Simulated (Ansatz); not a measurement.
**AlH3OS: two geometries relaxed, part 1 of 2**

Aim: relax the geometries before and after the reaction (1,2-elimination), and see whether they are two minima and how far apart in energy. Meant to form: H4–S2; to break: Al1–S2, H4–O3. The start is a guess near the saddle point, from which both ends are pulled out.

Method: RKS B3LYP/6-31G, in Ansatz 0.2.0.

## (1) The starting structure

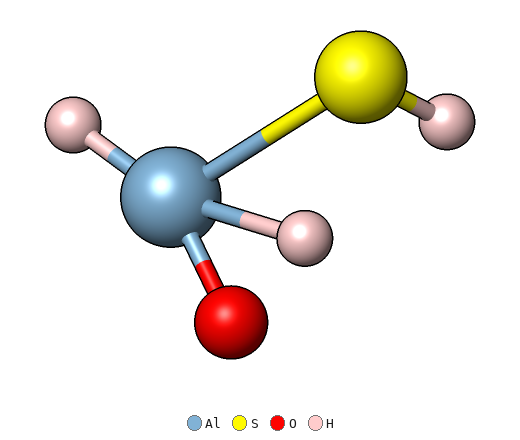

The starting structure, seen from a free direction (aluminium light blue, sulfur yellow, oxygen red, hydrogen pink).

Coordinates:

```xyz
6

Al   -0.9827    0.1297   -0.4553
S     1.1569    0.6417    1.0018
O    -0.6265   -1.4241   -0.1359
H     0.2714   -0.8616    0.5735
H    -1.8201    1.2558   -1.0300
H     2.0009    0.2586    0.0459
```

## (2) Pulling towards end A

Springs on the bonds that form and break draw the guess towards this end; the thresholds are loose.

input.yaml

```yaml
crystal:
  periodic: [false, false, false]
  atoms:
    - { symbol: Al, position_ang: [-0.9827, 0.1297, -0.4553] }
    - { symbol: S, position_ang: [1.1569, 0.6417, 1.0018] }
    - { symbol: O, position_ang: [-0.6265, -1.4241, -0.1359] }
    - { symbol: H, position_ang: [0.2714, -0.8616, 0.5735] }
    - { symbol: H, position_ang: [-1.8201, 1.2558, -1.03] }
    - { symbol: H, position_ang: [2.0009, 0.2586, 0.0459] }
basis:
  gaussian: { orbitals: "6-31G" }
hamiltonian:
  xc: b3lyp
relax:
  f_tol: 0.15
  max_steps: 25
  restrain:
    - { distance: [3, 1], at: 2.66, k: 30.0 }
    - { distance: [0, 1], at: 2.26, k: 30.0 }
    - { distance: [3, 2], at: 0.97, k: 30.0 }
output:
  orbitals: {}
```

Started as:

```
$ ansatz run input.yaml --threads 1 --pin off --max-ram 2048MiB --backend cpu --events-out ev --progress --plain --runs-dir out
```

Standard output, cut to the lines that bear on the results:

```text
Warning: RAYON_NUM_THREADS=1 ignored (pool sized by the plan → 1); use --threads N
[...]
Functional definition: B3LYP
[...]
494 factors; integrals over basis functions are off by at most 1.4e-4 eV
[...]
mean field -19526.04371167 eV, -717.5688711759 hartree, gradient 1.4e-5 eV, S^2 0.000000; 0 other end points of the search recorded, 0 dependent functions left out
[...]
reference -19526.04395705 eV, -717.5688801938 hartree; 20, 20 occupied and 21, 21 virtual orbitals, 494 factors
relax step   1: F+E_penalty+E_count = -19526.04371167 eV  Δ(F+E_penalty+E_count) = +0.000e0 eV  max|allowed force component| = 3.577e0 eV/Å  E_restraint = 14.73255308 eV  max|allowed force component, restraints' pulls added| = 2.783e1 eV/Å  Δτ_max = 0.0000 Å  (25 SCF iters, accepted)
[...]
relax step   4: F+E_penalty+E_count = -19528.02378773 eV  Δ(F+E_penalty+E_count) = -4.922e-1 eV  max|allowed force component| = 1.328e0 eV/Å  E_restraint = 0.04999870 eV  max|allowed force component, restraints' pulls added| = 2.339e0 eV/Å  Δτ_max = 0.1950 Å  (27 SCF iters, accepted)
[...]
relax step   7: F+E_penalty+E_count = -19528.18777975 eV  Δ(F+E_penalty+E_count) = -1.172e-2 eV  max|allowed force component| = 8.746e-1 eV/Å  E_restraint = 0.01856674 eV  max|allowed force component, restraints' pulls added| = 3.543e-1 eV/Å  Δτ_max = 0.1308 Å  (27 SCF iters, accepted)
[...]
relax step  12: F+E_penalty+E_count = -19528.19630698 eV  Δ(F+E_penalty+E_count) = -1.749e-3 eV  max|allowed force component| = 8.102e-1 eV/Å  E_restraint = 0.01656588 eV  max|allowed force component, restraints' pulls added| = 2.765e-1 eV/Å  Δτ_max = 0.0324 Å  (26 SCF iters, accepted)
[...]
relax step  13: F+E_penalty+E_count = -19528.19662892 eV  Δ(F+E_penalty+E_count) = -3.219e-4 eV  max|allowed force component| = 8.907e-1 eV/Å  E_restraint = 0.01471725 eV  max|allowed force component, restraints' pulls added| = 2.231e-2 eV/Å  Δτ_max = 0.0441 Å  (26 SCF iters, accepted)
  distance H 3 - S 1 = 2.6902 Å
  distance Al 0 - S 1 = 2.2635 Å
  distance H 3 - O 2 = 0.9775 Å
494 factors; integrals over basis functions are off by at most 1.8e-4 eV
mean field -19528.19662892 eV, -717.6479894258 hartree, gradient 2.1e-5 eV, S^2 0.000000; 1 other end points of the search recorded, 0 dependent functions left out
[...]
reference -19528.19686163 eV, -717.6479979777 hartree; 20, 20 occupied and 21, 21 virtual orbitals, 494 factors
Total energy: -19528.19686163 eV, -717.6479979777 hartree
Atom 0 at    -0.764753     0.406667    -0.351469 Å, force    -0.093997    -0.055170    -0.050527 eV/Å
Atom 1 at     1.138890     1.111856     0.649708 Å, force     0.401254     0.890731     0.122794 eV/Å
Atom 2 at    -0.553507    -1.320678    -0.130871 Å, force    -0.186461     0.038197    -0.130312 eV/Å
Atom 3 at     0.244484    -1.415409     0.425671 Å, force    -0.120563    -0.875123     0.049775 eV/Å
Atom 4 at    -1.973283     1.214544    -0.959039 Å, force     0.002379    -0.000919     0.003864 eV/Å
Atom 5 at     1.908068     0.003120     0.366001 Å, force    -0.002611     0.002284     0.004406 eV/Å
Dipole moment:    -0.056055     0.028512    -0.140066 e Å
```

Wall time 19 s (1 thread of Intel Xeon Platinum 8488C (Sapphire Rapids), shared host); peak memory 0.14 GiB.

Relaxation path:

```
step  energy from step 1 (eV)  largest force component (eV/Å)
   1                   0.0000                          3.5770
   2                  -0.8101                          3.9192
   3                  -1.4879                          2.3742
   4                  -1.9801                          1.3276
   5                  -2.0530                          1.0019
   6                  -2.1323                          0.9291
   7                  -2.1441                          0.8746
   8                  -2.1473                          0.8131
   9                  -2.1458                          0.8213
  10                  -2.1484                          0.8086
  11                  -2.1508                          0.8008
  12                  -2.1526                          0.8102
  13                  -2.1529                          0.8907
```

Step 1 is the start. Energies and forces in the table leave out the springs, which the log lists apart; the run stops on the force with the springs' pull added.

After: Bond lengths: Al1–S2 2.264 Å, Al1–O3 1.754 Å, O3–H4 0.977 Å, Al1–H5 1.576 Å, S2–H6 1.379 Å. Angles: Al1–S2–H6 97.3°, S2–Al1–O3 98.6°, S2–Al1–H5 131.0°, O3–Al1–H5 130.2°, Al1–O3–H4 105.4°.

Pairs that crossed the distance rule for bonds on the way: came closer O3–H4.

## (3) Relaxing end A

It starts where the restrained run ended.

input.yaml

```yaml
crystal:
  periodic: [false, false, false]
  atoms:
    - { symbol: Al, position_ang: [-0.764753, 0.406667, -0.351469] }
    - { symbol: S, position_ang: [1.13889, 1.111856, 0.649708] }
    - { symbol: O, position_ang: [-0.553507, -1.320678, -0.130871] }
    - { symbol: H, position_ang: [0.244484, -1.415409, 0.425671] }
    - { symbol: H, position_ang: [-1.973283, 1.214544, -0.959039] }
    - { symbol: H, position_ang: [1.908068, 0.00312, 0.366001] }
basis:
  gaussian: { orbitals: "6-31G" }
hamiltonian:
  xc: b3lyp
relax:
  f_tol: 0.03
  max_steps: 50
```

Started as:

```
$ ansatz run input.yaml --threads 1 --pin off --max-ram 2048MiB --backend cpu --events-out ev --progress --plain --runs-dir out
```

Standard output, cut to the lines that bear on the results:

```text
Warning: RAYON_NUM_THREADS=1 ignored (pool sized by the plan → 1); use --threads N
[...]
[... 1 set-up line as earlier in the session ...]
[...]
496 factors; integrals over basis functions are off by at most 1.3e-4 eV
[...]
mean field -19528.19660905 eV, -717.6479886954 hartree, gradient 1.2e-5 eV, S^2 0.000000; 0 other end points of the search recorded, 0 dependent functions left out
[...]
reference -19528.19684439 eV, -717.6479973441 hartree; 20, 20 occupied and 21, 21 virtual orbitals, 496 factors
relax step   1: F+E_penalty+E_count = -19528.19660905 eV  Δ(F+E_penalty+E_count) = +0.000e0 eV  max|allowed force component| = 8.909e-1 eV/Å  Δτ_max = 0.0000 Å  (24 SCF iters, accepted)
[...]
relax step   7: F+E_penalty+E_count = -19528.77506915 eV  Δ(F+E_penalty+E_count) = -1.752e-2 eV  max|allowed force component| = 9.023e-2 eV/Å  Δτ_max = 0.1068 Å  (27 SCF iters, accepted)
[...]
496 factors; integrals over basis functions are off by at most 1.6e-4 eV
[...]
mean field -19528.77701450 eV, -717.6693182024 hartree, gradient 1.8e-5 eV, S^2 0.000000; 1 other end points of the search recorded, 0 dependent functions left out
[...]
reference -19528.77725712 eV, -717.6693271185 hartree; 20, 20 occupied and 21, 21 virtual orbitals, 496 factors
Total energy: -19528.77725712 eV, -717.6693271185 hartree
Atom 0 at    -0.581527     0.345029    -0.245586 Å, force    -0.001768     0.011876    -0.026921 eV/Å
Atom 1 at     1.284950     1.527476     0.271620 Å, force     0.006475    -0.010810     0.014936 eV/Å
Atom 2 at    -0.675211    -1.343606    -0.084624 Å, force     0.014382     0.006259     0.013782 eV/Å
Atom 3 at    -0.317818    -2.200897     0.141666 Å, force    -0.005107    -0.007322     0.000090 eV/Å
Atom 4 at    -1.819333     1.160944    -0.791722 Å, force    -0.016296    -0.001559     0.001720 eV/Å
Atom 5 at     2.108838     0.511153     0.708647 Å, force     0.002314     0.001556    -0.003607 eV/Å
Dipole moment:     0.049062    -0.552942     0.093128 e Å
```

Wall time 12 s (1 thread of Intel Xeon Platinum 8488C (Sapphire Rapids), shared host); peak memory 0.14 GiB.

Step by step:

```
step  energy from step 1 (eV)  largest force component (eV/Å)
   1                   0.0000                          0.8909
   2                  -0.2162                          0.6163
   3                  -0.3193                          1.1400
   4                  -0.4565                          0.4737
   5                  -0.5426                          0.5847
   6                  -0.5609                          0.8657
   7                  -0.5785                          0.0902
   8                  -0.5804                          0.0269
```

Step 1 is the start.

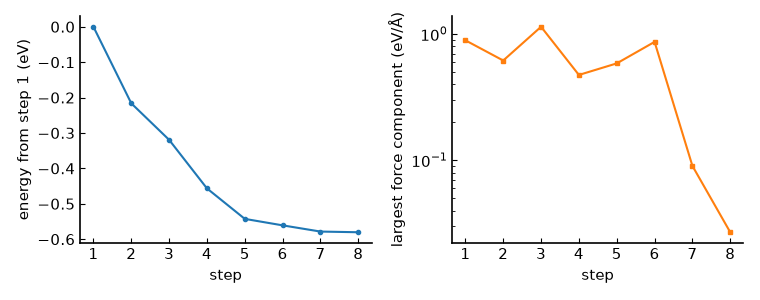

How energy and force went from step to step.

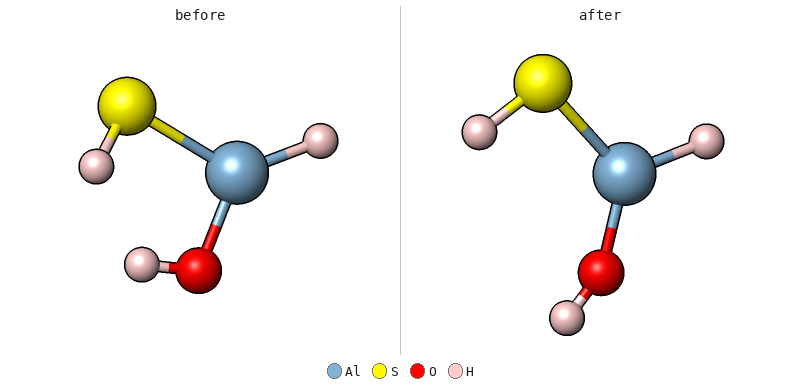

Before and after, at one scale.

After: Bond lengths: Al1–S2 2.269 Å, Al1–O3 1.699 Å, O3–H4 0.956 Å, Al1–H5 1.580 Å, S2–H6 1.379 Å. Angles: Al1–S2–H6 100.3°, S2–Al1–O3 122.8°, S2–Al1–H5 117.0°, O3–Al1–H5 120.2°, Al1–O3–H4 153.3°.

(Continued in part 2 of 2.)
